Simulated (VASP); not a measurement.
Band structure of FePt (L1_0). These are TPSS meta-GGA, VASP's PBE PAW potentials (set 64) (plane waves; VASP) values and carry that method's errors.

Unless said otherwise, spin-orbit coupling is left out, though it shifts the bands of the heavy elements here.

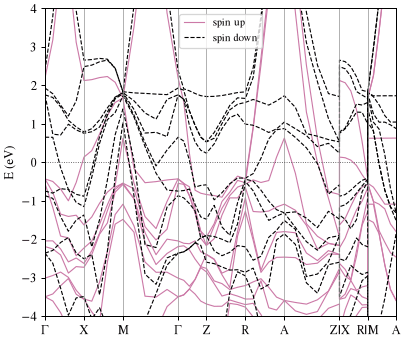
Bands along high-symmetry lines, zero at the valence-band maximum or, without a gap, the Fermi level

Task: Read the plot: is there a gap, and where are the band edges?

Result: It has no gap at this level: it comes out as a metal or semimetal.

The compound is FePt in the L1_0 structure. It was relaxed first.
